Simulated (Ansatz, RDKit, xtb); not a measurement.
# C4H4F2O3: which of the isomers drawn lies lowest?, part 2 of 2

Which of a sample of isomers of C4H4F2O3 is the most stable in the gas at 298.15 K, and what are its properties? The sample is small against all isomers, and the most stable one of this formula need not be in it.

xtb, Ansatz and PySCF; isolated molecules. The steps go on from the part before.

## 10. c901c at MP2/def2-TZVPP

The input, input.yaml:

```yaml
crystal:
  periodic: [false, false, false]
  atoms:
    - {symbol: C, position_ang: [0.562645, 0.293197, -0.270160]}
    - {symbol: C, position_ang: [-0.050740, -0.939582, -0.900212]}
    - {symbol: C, position_ang: [-2.305128, -0.487998, -0.537692]}
    - {symbol: C, position_ang: [-3.556727, 0.053444, -1.232641]}
    - {symbol: F, position_ang: [-4.597702, -0.021622, -0.386942]}
    - {symbol: F, position_ang: [-3.826836, -0.688590, -2.334265]}
    - {symbol: O, position_ang: [-0.004907, 1.350260, -0.193945]}
    - {symbol: O, position_ang: [-1.324331, -0.646964, -1.445117]}
    - {symbol: O, position_ang: [-2.211408, -0.712252, 0.636892]}
    - {symbol: H, position_ang: [1.604334, 0.139128, 0.121696]}
    - {symbol: H, position_ang: [-0.106673, -1.740213, -0.140554]}
    - {symbol: H, position_ang: [0.585205, -1.287921, -1.729835]}
    - {symbol: H, position_ang: [-3.402325, 1.105454, -1.539819]}
basis:
  gaussian:
    orbitals: def2-TZVPP
correlation:
  method: mp2
  frozen_orbitals: {F: 1, C: 1, H: 0, O: 1}
```

Launch:

```
ansatz run input.yaml --threads 2 --pin off --max-ram 5220MiB --events-out events.jsonl --progress --plain --runs-dir runs
```

Output:

```text
Warning: RAYON_NUM_THREADS=2 ignored (pool sized by the plan → 2); use --threads N
Functional definition: HF
  name "HF"
  exchange = exact_x
  correlation = 0
2141 factors; integrals over basis functions are off by at most 9.9e-4 eV
mean field evaluation 1: about -15706.7138 eV, gradient 6.0e1 eV
mean field evaluation 2: about -15707.1928 eV, gradient 6.1e1 eV
mean field evaluation 4: about -15714.3250 eV, gradient 6.0e0 eV
mean field evaluation 8: about -15714.4714 eV, gradient 7.6e-1 eV
mean field evaluation 16: about -15714.4756 eV, gradient 1.9e-6 eV
mean field -15714.47563812 eV, -577.4963280468 hartree, gradient 1.8e-6 eV, S^2 0.000000; 0 other end points of the search recorded, 0 dependent functions left out
9 core orbitals not correlated: weight in the atoms' cores, before any rotation towards them, 1.000 or more for the frozen orbitals, at most 0.000 for the correlated occupied ones
reference -15714.47563812 eV, -577.4963280468 hartree; 26, 26 occupied and 300, 300 virtual orbitals, 2141 factors
second order -49.38538528 eV of doubles, -0.00000000 eV of singles
Total energy: -15763.86102340 eV, -579.3112074813 hartree
```

Run time: 26 s. Hardware: 2 threads of Arm Neoverse V2, shared host; peak memory 1.2 GiB.

## 11. c757a at CCSD(T)/def2-SVP

The input, input.yaml:

```yaml
crystal:
  periodic: [false, false, false]
  atoms:
    - {symbol: C, position_ang: [-1.467281, 1.800405, -0.280414]}
    - {symbol: C, position_ang: [0.033279, 0.545134, 1.027733]}
    - {symbol: C, position_ang: [0.832370, -0.532439, 1.088458]}
    - {symbol: C, position_ang: [-2.118672, 1.810141, -1.661029]}
    - {symbol: F, position_ang: [-2.836891, 0.673863, -1.828903]}
    - {symbol: F, position_ang: [-1.157414, 1.844517, -2.614727]}
    - {symbol: O, position_ang: [-1.663890, 2.631173, 0.567429]}
    - {symbol: O, position_ang: [-0.657027, 0.736062, -0.166479]}
    - {symbol: O, position_ang: [1.011572, -1.423822, 0.099670]}
    - {symbol: H, position_ang: [-0.126259, 1.278875, 1.815716]}
    - {symbol: H, position_ang: [1.409395, -0.754880, 1.989264]}
    - {symbol: H, position_ang: [0.465398, -1.149129, -0.655160]}
    - {symbol: H, position_ang: [-2.779221, 2.687357, -1.765418]}
basis:
  gaussian:
    orbitals: def2-SVP
correlation:
  method: ccsd_t
  frozen_orbitals: {F: 1, C: 1, H: 0, O: 1}
```

Launch:

```
ansatz run input.yaml --threads 2 --pin off --max-ram 5220MiB --events-out events.jsonl --progress --plain --runs-dir runs
```

Output, shortened:

```text
Warning: RAYON_NUM_THREADS=2 ignored (pool sized by the plan → 2); use --threads N
[... 2 set-up lines as earlier in the session ...]
[...]
1435 factors; integrals over basis functions are off by at most 1.4e-3 eV
[...]
mean field -15694.99355750 eV, -576.7803747895 hartree, gradient 2.1e-6 eV, S^2 0.000000; 0 other end points of the search recorded, 0 dependent functions left out
9 core orbitals not correlated: weight in the atoms' cores, before any rotation towards them, 1.000 or more for the frozen orbitals, at most 0.000 for the correlated occupied ones
reference -15694.99355750 eV, -576.7803747895 hartree; 26, 26 occupied and 111, 111 virtual orbitals, 1435 factors
second order -38.80823448 eV of doubles, -0.00000000 eV of singles
cycle   1  -38.64693500 eV  change    1.6e-1 eV  update   1.5e-1
[...]
cycle  11  -39.86354589 eV  change    4.7e-5 eV  update   1.4e-5
perturbative correction -1.16359467 eV, -0.0427613156 hartree
Total energy: -15736.02069806 eV, -578.2880943959 hartree
```

Run time: 2 min. Hardware: 2 threads of Arm Neoverse V2, shared host; peak memory 1.4 GiB.

## 12. Free energies and the winner

Energies in kcal/mol from c901c; G adds the thermal terms to the CCSD(T)/def2-SVP + MP2/def2-TZVPP - MP2/def2-SVP energy. The columns left of the relaxed level are at the tight-binding geometries.

```
label             SMILES     spin  GFN2-xTB  HF/STO-3G  r2SCAN-D4/def2-SVP  r2SCAN-D4/def2-SVP, relaxed  HF/def2-SVP  MP2/def2-SVP  CCSD(T)/def2-SVP + MP2/def2-TZVPP - MP2/def2-SVP     G  share at equilibrium     T1
c901c    O=CCOC(=O)C(F)F  singlet       0.0        0.0                 0.0                          0.0          0.0           0.0                                               0.0   0.0               100.0 %  0.015
c757a  O=C(O/C=C\O)C(F)F  singlet      -3.9       12.6                 6.1                          6.1         10.9          10.5                                               7.2   7.6               < 0.1 %  0.015
c605a  O=C(O/C=C/O)C(F)F  singlet      -2.4       14.7                 9.6                          9.8         14.3          14.2                                              11.3  11.6               < 0.1 %  0.015
```

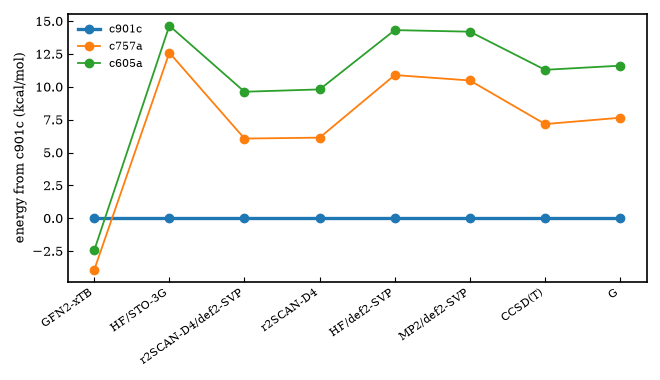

The finalists at each level, measured from c901c.

Lowest found: c901c, `O=CCOC(=O)C(F)F`, a singlet. Bond lengths: C1–C2 1.514 Å, C3–C4 1.531 Å, C4–F5 1.343 Å, C4–F6 1.355 Å, C1–O7 1.202 Å, C2–O8 1.416 Å, C3–O8 1.346 Å, C3–O9 1.199 Å, C1–H10 1.124 Å, C2–H11 1.105 Å, C2–H12 1.102 Å, C4–H13 1.107 Å. Some angles: C1–C2–O8 110.9°, C2–C1–O7 123.4°, C3–C4–F5 109.2°, C3–C4–F6 109.8°, F5–C4–F6 109.1°, C4–C3–O8 109.4°, C4–C3–O9 125.1°, O8–C3–O9 125.5°, C2–O8–C3 114.9°, C1–C2–H11 108.9°.

```xyz
13

C     0.5626    0.2932   -0.2702
C    -0.0507   -0.9396   -0.9002
C    -2.3051   -0.4880   -0.5377
C    -3.5567    0.0534   -1.2326
F    -4.5977   -0.0216   -0.3869
F    -3.8268   -0.6886   -2.3343
O    -0.0049    1.3503   -0.1939
O    -1.3243   -0.6470   -1.4451
O    -2.2114   -0.7123    0.6369
H     1.6043    0.1391    0.1217
H    -0.1067   -1.7402   -0.1406
H     0.5852   -1.2879   -1.7298
H    -3.4023    1.1055   -1.5398
```

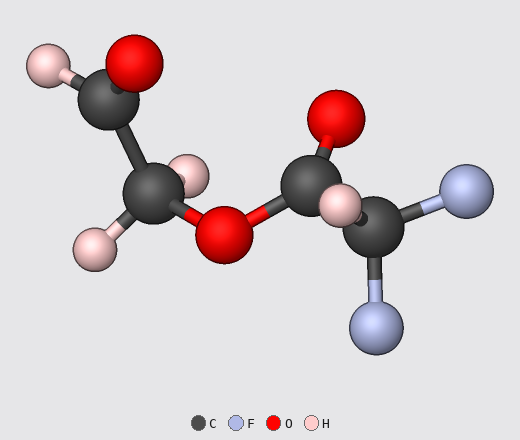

The lowest structure found, seen from a chosen angle (carbon dark grey, fluorine light blue, oxygen red, hydrogen pink).

## 13. What came out

What follows sums up all 2 parts.

| quantity | value |
| --- | --- |
| lowest structure found | O=CCOC(=O)C(F)F, singlet |
| next finalist | O=C(O/C=C\O)C(F)F, singlet, 7.6 kcal/mol higher in G |
| share at equilibrium, among the finalists | 100.0 % |
| funnel | 22 starts, 21 minima at GFN2-xTB, 14 screening runs, 3 relaxed, 3 ranked |
| CPU time of all runs | 25 min |

In words: `O=CCOC(=O)C(F)F` comes out lowest. The margin of 7.6 kcal/mol over the next finalist is beyond the usual error of the last level; it says nothing of structures that weren't ranked. HF/STO-3G, r2SCAN-D4/def2-SVP, r2SCAN-D4/def2-SVP, relaxed, HF/def2-SVP and MP2/def2-SVP already put its bonding pattern lowest among the structures in one piece; GFN2-xTB favours the singlet O=C(O/C=C\O)C(F)F. The largest share of the time went into the final energies (55 %). 9 minima inside the window were never screened. The search is not exhaustive (a finite list of starts, one conformer a finalist), so a lower isomer can't be ruled out. Only 6 drawn patterns were tried, so whole families of isomers are missing, and the result ranks this sample alone.
